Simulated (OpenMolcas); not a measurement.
# Run report: C₂H₆, excited-state calculation (part 2 of 2)

C₂H₆, multiplicity 3; CASPT2/ANO-R1, sfX2C (OpenMolcas 26.06). The geometry is that of the parent species in another charge or spin state. The geometry comes from this level: PBE0-D4/def2-TZVP.

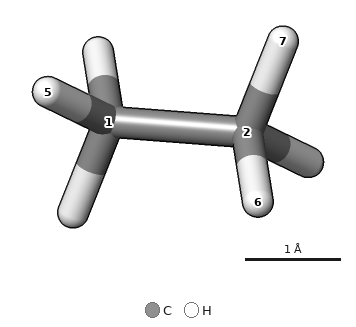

**Figure 1.** The input geometry (stick view, seen at a tilt; atoms are numbered from 1 in the order of the input).

The program's output, continued
```
      ************************************************************************************************************************
                                                      Wave function printout:
                       occupation of active orbitals, and spin coupling of open shells (u,d: Spin up or down)
      ************************************************************************************************************************

      Note: transformation to natural orbitals
      has been made, which may change the order of the CSFs.

      printout of CI-coefficients larger than  0.05 for root  1
      energy=     -78.981195
      conf/sym  11111111     Coeff  Weight
             5  22u2u000  -0.98314 0.96656
            15  u22200u0   0.05249 0.00276
           510  20u2u200   0.06778 0.00459
           578  02u2u002   0.05046 0.00255

      Natural orbitals and occupation numbers for root  1
      sym 1:   1.979715   1.975339   1.008875   1.988461   0.993909   0.023241   0.012141   0.018320

      ************************************************************************************************************************
      *                                                    Final results                                                     *
      ************************************************************************************************************************

++    Final optimization conditions:
      ------------------------------

      Average CI energy                             -78.98119532
      RASSCF energy for state  1                    -78.98119532
      Super-CI energy                                -0.00000000
      RASSCF energy change                            0.00000000
      Max change in MO coefficients               3.267E-04
      Max non-diagonal density matrix element     1.664E-04
      Maximum BLB matrix element                 -1.835E-05
      (orbital pair   1,   8 in symmetry   1)
      Norm of electronic gradient            4.804E-05
--

      Final state energy(ies):
      ------------------------

::    RASSCF root number  1 Total energy:    -78.98119532
      Von Neumann Entropy (Root   1) =  1.22128

      Mulliken population analysis for root number:  1
      -----------------------------------------------

++    Molecular charges:
      ------------------

      Mulliken charges per centre
      ---------------------------

                C1      C2      H3      H4      H5      H6      H7      H8
      Total    5.6320  6.0158  1.6039  0.9990  0.9804  0.8661  0.9496  0.9532

      N-E      0.3680 -0.0158 -0.6039  0.0010  0.0196  0.1339  0.0504  0.0468

      Total electronic charge=   18.000000

      Total            charge=   -0.000000
--

      Expectation values of various properties for root number:  1
      -----------------------------------------------------------

++    Molecular properties:
      ---------------------

      Charge (e):
                      =   -0.0000
      Dipole Moment (debye):
      Origin of the operator (angstrom)=   -0.0000   -0.0000   -0.0000
                   X= -6.1428E-01               Y=  1.9744E+00               Z=  3.8461E+00           Total=  4.3667E+00
      Quadrupole Moment (debye*angstrom):
      Origin of the operator (angstrom)=   -0.0000   -0.0000   -0.0000
                  XX= -1.9925E+01              XY=  1.8817E-01              XZ=  1.6173E+00              YY= -2.1329E+01
                  YZ= -2.9798E+00              ZZ= -2.3895E+01
      In traceless form (debye*angstrom)
                  XX=  2.6871E+00              XY=  2.8226E-01              XZ=  2.4259E+00              YY=  5.8070E-01
                  YZ= -4.4698E+00              ZZ= -3.2678E+00
--

      Mulliken spin population analysis for root number:  1
      ---------------------------------------------------

++    Molecular charges:
      ------------------

      Mulliken spin population per centre
      ---------------------------

                C1      C2      H3      H4      H5      H6      H7      H8
      Total    0.2809  0.0460  1.3153  0.1210  0.0995  0.0601  0.0397  0.0375

      Total electronic spin=    2.000000
--

      LoProp population analysis for root number:  1
      -----------------------------------------------

++    LoProp analysis:
      ----------------

++    Static properties:
      ------------------

      LoProp Charges per center

                   C1       C2       H3       H4       H5       H6       H7       H8
      Nuclear      6.0000   6.0000   1.0000   1.0000   1.0000   1.0000   1.0000   1.0000
      Electronic  -6.6366  -6.7023  -0.9409  -0.7684  -0.7671  -0.6831  -0.7489  -0.7526

      Total       -0.6366  -0.7023   0.0591   0.2316   0.2329   0.3169   0.2511   0.2474
--

      Natural Bond Order analysis for root number:  1

++    Natural Bond Order analysis
      ---------------------------
      Based on LoProp computed density
      -------------------------------------------------------------------------------------
      Atom A       Atom B       Bond Order
      -------------------------------------------------------------------------------------
      NBO located      0.988 non-bonded electrons on atom C1
      NBO located      0.995 non-bonded electrons on atom C2
      The remaining    7.863 electrons are to be considered as diffuse
--

--

      Average orbitals are written to the RASORB file
      Natural orbitals for root   1 are written to the RASORB.1 file
      Spin density orbitals for root   1 are written to the SPDORB.1 file

--- Stop Module: rasscf /rc=_RC_ALL_IS_WELL_ ---
--- Module rasscf spent 5 seconds ---

--- Start Module: caspt2 ---

                                              &CASPT2

                       available to each process: 1.9 GB of memory, 1 thread

++    Wave function specifications:
      -----------------------------

      Number of closed shell electrons           6
      Number of electrons in active shells       8
      Max number of holes in RAS1 space          0
      Max number of electrons in RAS3 space      0
      Number of inactive orbitals                3
      Number of active orbitals                  8
      Number of secondary orbitals              45
      Spin quantum number                      1.0
      State symmetry                             1
      Number of CSFs                          2352
      Number of CASSCF root(s) available         1
      CASPT2 state passed to geometry opt.       1
      A file JOBMIX will be created
      This is a CASSCF or RASSCF reference function
--

++    Orbital specifications:
      -----------------------

      Symmetry species                           1
                                                 a
      Frozen orbitals                            2
      Inactive orbitals                          3
      Active orbitals                            8
      Secondary orbitals                        45
      Deleted orbitals                           0
      Number of basis functions                 58
--

++    CASPT2 specifications:
      ----------------------

      Type of calculation                        SS-CASPT2
      Fock operator                              state-specific
      IPEA shift                                 0.25
      Real shift                                 0.00
      Imaginary shift                            0.20
      The input orbitals will be transformed to quasi-canonical
--

--------------------------------------------------------------------------------
 Estimated memory requirements:
  POLY3 :                   517190
  RHS:                      433680
  SIGMA :                   399040
  PRPCTL:                        0
 Available workspace:    232470418

++ CASPT2 computation for group   1

********************************************************************************
 Multi-State initialization phase begins for group   1
--------------------------------------------------------------------------------
********************************************************************************
 Compute H0 matrices for state    1
--------------------------------------------------------------------------------
--------------------------------------------------------------------------------
 H0 matrices have been computed.

********************************************************************************
  CASPT2 EQUATION SOLUTION
--------------------------------------------------------------------------------

  Total nr of CASPT2 parameters:
   Before reduction:      168156
   After  reduction:      168156

 Variance of |WF0>:       0.8259242533

 The contributions to the second order correlation energy in atomic units.
-----------------------------------------------------------------------------------------------------------------------------
  IT.      VJTU        VJTI        ATVX        AIVX        VJAI        BVAT        BJAT        BJAI        TOTAL       RNORM
-----------------------------------------------------------------------------------------------------------------------------
   1    -0.001974   -0.000707   -0.031875   -0.029277   -0.006742   -0.055109   -0.065846   -0.061898   -0.253427    0.016753
   2    -0.002061   -0.000752   -0.032550   -0.029966   -0.006851   -0.055465   -0.066186   -0.062214   -0.256045    0.002901
   3    -0.002060   -0.000752   -0.032572   -0.029986   -0.006853   -0.055464   -0.066158   -0.062195   -0.256041    0.000686
   4    -0.002061   -0.000753   -0.032557   -0.029973   -0.006850   -0.055450   -0.066143   -0.062182   -0.255969    0.000147
   5    -0.002061   -0.000753   -0.032556   -0.029973   -0.006850   -0.055450   -0.066144   -0.062182   -0.255968    0.000037
   6    -0.002061   -0.000753   -0.032556   -0.029973   -0.006850   -0.055451   -0.066145   -0.062183   -0.255972    0.000008
   7    -0.002061   -0.000753   -0.032556   -0.029973   -0.006850   -0.055451   -0.066145   -0.062183   -0.255972    0.000002
-----------------------------------------------------------------------------------------------------------------------------

  FINAL CASPT2 RESULT:

      Reference energy:         -78.9811953234
      E2 (Non-variational):      -0.2559716653
      Shift correction:          -0.0015941382
      E2 (Variational):          -0.2575658035
      Total energy:             -79.2387611269
      Residual norm:              0.0000004649
      Reference weight:           0.91462

      Contributions to the CASPT2 correlation energy
      Active & Virtual Only:         -0.0880071344
      One Inactive Excited:          -0.0981783002
      Two Inactive Excited:          -0.0697862306

++ Denominators, etc.
--------------------------------------------------------------------------------------------------------------
 Report on small energy denominators, large coefficients, and large energy contributions.
CASE  SYMM ACTIVE-MIX  NON-ACTIVE INDICES          DENOMINATOR     RHS VALUE       COEFFICIENT     CONTRIBUTION
VJTU     1  Mu1.0001  In1.005                       0.13690462      0.00000811     -0.00034227     -0.00000000
ATVX     1  Mu1.0001  Se1.014                       0.07518670     -0.00042738      0.00071005     -0.00000030
ATVX     1  Mu1.0001  Se1.015                       0.09426786     -0.00053939      0.00084429     -0.00000046
ATVX     1  Mu1.0001  Se1.016                       0.11195296     -0.00009708      0.00014387     -0.00000001
ATVX     1  Mu1.0001  Se1.017                       0.20087736      0.00065729     -0.00148782     -0.00000098
--

   (Skipping property calculation,
    use PROP keyword to activate)
--

  Total CASPT2 energies:
::    CASPT2 Root  1     Total energy:    -79.23876113

  A NEW JOBIPH FILE NAMED 'JOBMIX' IS PREPARED.
********************************************************************************
--- Stop Module: caspt2 /rc=_RC_ALL_IS_WELL_ ---
--- Module caspt2 spent 1 second ---

--- Start Module: rassi ---

                                               &RASSI

                       available to each process: 1.9 GB of memory, 1 thread

      ********************************************************************************
      *                             General data section                             *
      ********************************************************************************

   Specific data for JOBIPH file JOBMIX
   -------------------------------------

   Header from SEWARD:

   CASSCF title (first line only):
       (No title given)

  STATE IRREP:                1
  SPIN MULTIPLICITY:          3
  ACTIVE ELECTRONS:           8
  MAX RAS1 HOLES:             0
  MAX RAS3 ELECTRONS:         0
  NR OF CONFIG:            2352
 ###############################################################################
 ###    WARNING: EJOB used when HEFF is available, possible                  ###
 ###    extra interaction between states is ignored!                         ###
 ###############################################################################

   The following data are common to all the states:
   ------------------------------------------------
   (note: frozen counts as inactive, deleted as secondary)

      Nr of irreps: 1

                 Total     No./Irrep
      Irrep                  1
                             a

      INACTIVE       5       5
      ACTIVE         8       8
      SECONDARY     45      45
      BASIS         58      58

      RAS1           0       0
      RAS2           8       8
      RAS3           0       0

        MATRIX ELEMENTS WILL BE COMPUTED FOR THE FOLLOWING ONE-ELECTRON OPERATORS, UNLESS ZERO BY SYMMETRY.
   (Herm=Hermitian, Anti=Antihermitian, Sing=Singlet operator, Trip=Triplet operator)
     MLTPL  0   1 (HERMSING)     MLTPL  1   1 (HERMSING)     MLTPL  1   2 (HERMSING)
     MLTPL  1   3 (HERMSING)     MLTPL  2   1 (HERMSING)     MLTPL  2   2 (HERMSING)
     MLTPL  2   3 (HERMSING)     MLTPL  2   4 (HERMSING)     MLTPL  2   5 (HERMSING)
     MLTPL  2   6 (HERMSING)     VELOCITY   1 (ANTISING)     VELOCITY   2 (ANTISING)
     VELOCITY   3 (ANTISING)     ANGMOM     1 (ANTISING)     ANGMOM     2 (ANTISING)
     ANGMOM     3 (ANTISING)     MLTPV  2   1 (ANTISING)     MLTPV  2   2 (ANTISING)
     MLTPV  2   3 (ANTISING)     MLTPV  2   4 (ANTISING)     MLTPV  2   5 (ANTISING)
     MLTPV  2   6 (ANTISING)

       EIGENSTATES OF A SPIN-FREE HAMILTONIAN WILL BE COMPUTED BASED ON:

  a Hamiltonian matrix assumed to be diagonal with energies read from the wavefunction file(s).

  Nr of states:                    1

   State:        1
  JobIph:        1
 Root nr:        1

  HAMILTONIAN MATRIX FOR THE ORIGINAL STATES:

  Diagonal, with energies
    -79.23876113

      OVERLAP MATRIX FOR THE ORIGINAL STATES:

  Diagonal, with elements
      1.00000000

::    RASSI State    1     Total energy:     -79.23876112686241

      ****************************************************************************************************
      *                                         Spin-free section                                        *
      *                 Note: index according to input order, order according to energy.                 *
      ****************************************************************************************************

  SPIN-FREE ENERGIES:
  (Shifted by EMIN (a.u.) =        -79.2387611269)

 SF State       Relative EMIN(au)   Rel lowest level(eV)    D:o, cm**(-1)

     1             0.0000000000        0.0000000000              0.0000

++ Dipole transition strengths (spin-free states):
   -----------------------------------------------
     for osc. strength at least  1.00000000E-05

  ( Max oscillator strength is only    0.0000000000000000      )
--

++ Velocity transition strengths (spin-free states):
   -------------------------------------------------
     for osc. strength at least  1.00000000E-05

  ( Max oscillator strength is only    0.0000000000000000      )
--

++ Length and velocity gauge comparison (spin-free states):
   --------------------------------------------------------

 --------------------------------------------------
 A comparison between the dipole oscillator strengths in
 length and velocity gauge will be performed

     All dipole oscillator differences above the tolerance of   1.00000000E-01  will be printed

 Due to basis set deficiency these oscillator may be problematic

 The tolerance is defined as ABS(1-O_l/O_v)
 O_l : dipole oscillator strength in length gauge
 O_p : dipole oscillator strength in velocity gauge
 --------------------------------------------------

 No problematic oscillator strengths above the tolerance   0.10000000000000001       have been found

--

 Electric-dipole - electric-octupole not included
 Electric-dipole - magnetic-quadrupole not included

      ****************************************************************************************************
      *                                    Special properties section                                    *
      ****************************************************************************************************

--- Stop Module: rassi /rc=_RC_ALL_IS_WELL_ ---

.##################.
.# Happy landing! #.
.##################.

    Timing: Wall=10.11 User=8.79 System=1.30
```

The run was set up as follows.

The input
```
* C2H6 CASPT2

&GATEWAY
  Coord
  8
  angstrom
  C       -0.326800       0.132200      -0.672500
  C        0.326800      -0.132200       0.672500
  H        0.070500      -0.529600      -1.445900
  H       -1.407100      -0.025700      -0.629000
  H       -0.158600       1.160200      -1.002400
  H       -0.070400       0.529600       1.445900
  H        1.407100       0.025600       0.628900
  H        0.158500      -1.160100       1.002500
  Basis=ANO-R1
  Group=NoSym

&SEWARD

&RASSCF
  FileOrb=$CurrDir/step2.RasOrb
  Spin=3
  Nactel=8 0 0
  Inactive=5
  Ras2=8
  OrbListing=Nothing
  OrbAppear=Compact

&CASPT2
  Imaginary=0.2

&RASSI
  NrOfJobIphs=1 all
  IphNames
  JOBMIX
  EJob
```

Run as:
```bash
export MOLCAS_MEM=1860
pymolcas step4.input > step4.log
```

Summary

```json
{"quantity": "outcome", "value": "converged"}
{"quantity": "total energy", "value": "−79.238761 hartree"}
{"quantity": "CASSCF energy", "value": "−78.981195 hartree"}
{"quantity": "basis functions", "value": "58"}
{"quantity": "hardware", "value": "1 thread of Arm Neoverse V1, 24 GiB of memory available, shared host"}
{"quantity": "wall time", "value": "11 s"}
{"quantity": "peak memory", "value": "0.4 GiB"}
```
